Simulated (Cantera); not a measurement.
Input: 1 mol AlN, a varied amount of Cl2, 7.3 mol N2, held at 1773.15 K and 1330 Pa.

Method: chemical equilibrium by Gibbs-energy minimisation in Cantera with the NASA 1993 tables (ideal gas, pure condensed phases). Candidate condensed phases: Al, AlCl3, AlN; 11 gas species. The tables' values for AlCl2 are old estimates; treat these amounts as uncertain. The numbers say what is thermodynamically allowed, not how fast it happens.

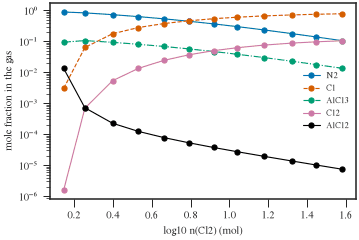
Fig. 1. Equilibrium gas composition (values under 1e-9 drawn at 1e-9)

From 1.4 mol Cl2 to 38 mol Cl2 nothing is condensed. The main Al-bearing gas is AlCl3 throughout.
